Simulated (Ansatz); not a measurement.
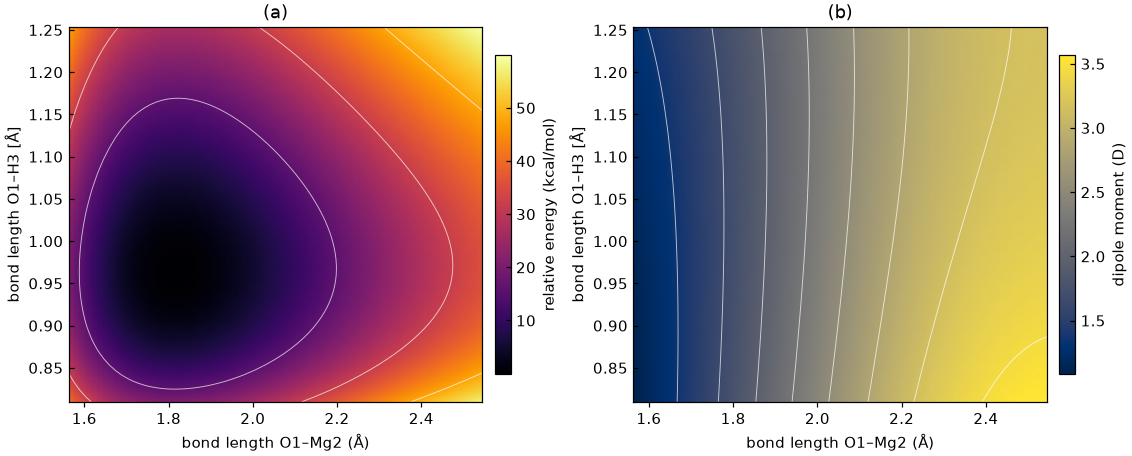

HMgO, SMILES [OH][Mg], spin multiplicity 2. Coordinates scanned: (1) bond length O1–Mg2; (2) bond length O1–H3. Nothing is relaxed (all other coordinates rigid). The grid has 15 × 15 points. Energies: kcal/mol, counted from the relaxed molecule at the same level. Method: UKS PBE-D4/def2-TZVP (Ansatz).

Panel (a) is the energy and panel (b) the computed dipole moment on the same grid.

The picture shows a smooth colour map with a few white contour lines. Between grid points the surface is interpolated.

Q: How does the dipole moment vary over the map, and what is it at the lowest grid point?

A: Leaving out the highest fifth of the energies, it runs from 1.09 D at bond length O1–Mg2 = 1.563 Å, bond length O1–H3 = 0.841 Å to 3.40 D at bond length O1–Mg2 = 2.475 Å, bond length O1–H3 = 0.905 Å. At the lowest grid point, bond length O1–Mg2 = 1.844 Å, bond length O1–H3 = 0.968 Å, it is 1.85 D.
